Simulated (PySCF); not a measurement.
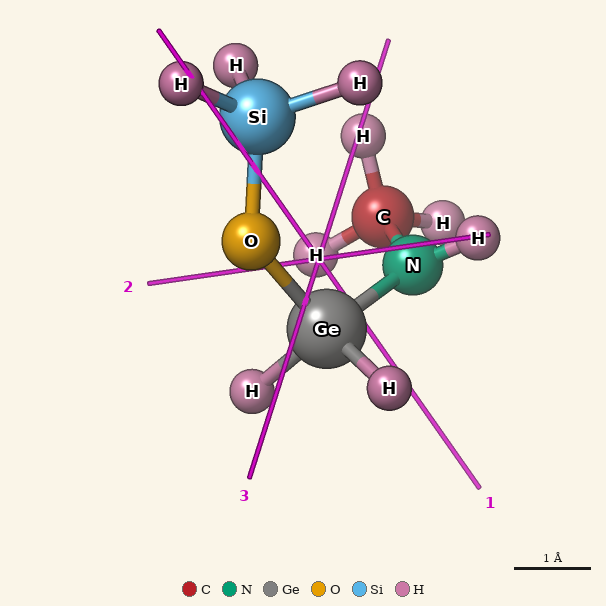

The three principal axes of inertia are drawn and numbered. Depth is shown by fading: the farther an atom, the more it takes the colour of the background. The geometry was computed by an optimisation with PBE0-D3(BJ)/def2-SVP. No frequency run is at hand to confirm it as a minimum. Masses are those of the most abundant isotopes; constants are for the rigid equilibrium geometry.

> Which line is the a axis (least moment of inertia), which b and which c?

a is line 1, b is line 3, c is line 2; the moments are 156, 293, 415 u Å².

> What kind of rotor is it, and what are its rotational constants in MHz?

An asymmetric top (C1): A = 3241, B = 1724, C = 1217 MHz. Ray's parameter κ is −0.50, nearer the prolate limit.
